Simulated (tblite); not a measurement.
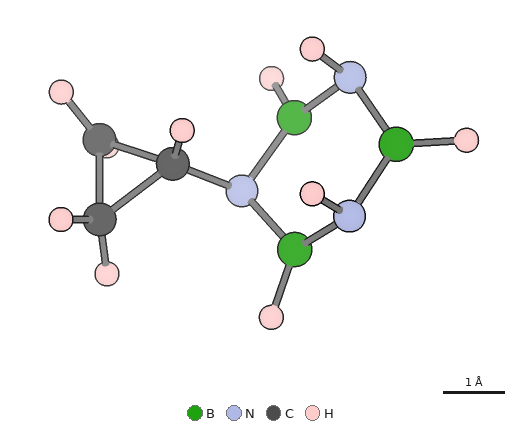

C₃H₁₀B₃N₃, before the relaxation. Style: ball-and-stick. Shown at a tilt.

All numbers below come from GFN2-xTB geometry optimisation, gas phase in tblite 0.8.0.

```xyz
19

B     2.7172   -0.5097    0.3053
N     1.7153   -1.2877    1.1551
B     0.5406   -1.6639    0.2774
N    -0.1105   -0.5994   -0.6536
C    -0.9313    0.3017    0.1672
C    -2.0737    0.9424   -0.6239
C    -2.3580   -0.1794    0.3525
B     1.0149    0.1971   -1.3306
N     2.2305    0.6664   -0.5377
H     3.8478   -0.8034    0.3095
H     1.3591   -0.6371    1.8923
H    -0.1464   -2.5715    0.6177
H    -0.4799    0.9018    0.9925
H    -2.3610    1.9480   -0.2585
H    -2.1473    0.6548   -1.6874
H    -2.6097   -1.1499   -0.1165
H    -2.8272    0.1541    1.3088
H     0.7235    0.7933   -2.3083
H     1.8863    1.4049    0.1308
```

What does the optimiser find from here?

The largest moves after the best rigid fit, 1.84 Å, are those of H11 and H19. Largest moves by element: H 1.84 Å, N 1.16 Å, B 0.98 Å, C 0.52 Å. Near-neighbour distances that change, for instance: B3–N4 1.557 → 1.423 Å, N4–B8 1.536 → 1.423 Å, B1–N2 1.527 → 1.416 Å, N2–B3 1.514 → 1.416 Å. Bond angles that change, for instance: B1–N9–B8 107.7° → 123.3°, B3–N4–B8 108.2° → 120.9°, B8–N9–H19 106.6° → 118.1°. After 69 geometry steps the energy has fallen by 508.5 kJ/mol. The run took 0.57 s on 1 thread of Intel(R) Xeon(R) 6975P-C, with other jobs on the host.

The structure at the end:

```xyz
19

B     2.7530   -0.7645    0.0235
N     1.8165   -1.4214    0.8573
B     0.4695   -1.0052    0.9932
N     0.0397    0.1259    0.2446
C    -1.3183    0.5827    0.3669
C    -2.1714    0.7549   -0.8543
C    -2.4588   -0.3568    0.1109
B     0.9434    0.8323   -0.5978
N     2.2761    0.3619   -0.6889
H     3.8648   -1.1323   -0.0704
H     2.1209   -2.2244    1.3859
H    -0.2692   -1.5752    1.7069
H    -1.4553    1.3102    1.1641
H    -2.8481    1.5946   -0.8987
H    -1.7342    0.4925   -1.8048
H    -2.2137   -1.3619   -0.1946
H    -3.3353   -0.2895    0.7374
H     0.5955    1.7805   -1.1978
H     2.9150    0.8582   -1.2909
```

After the run, drawn alike:

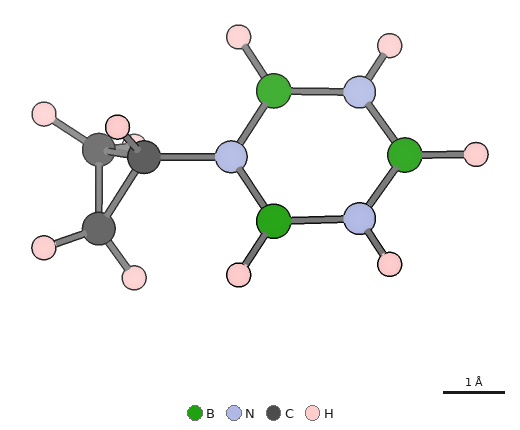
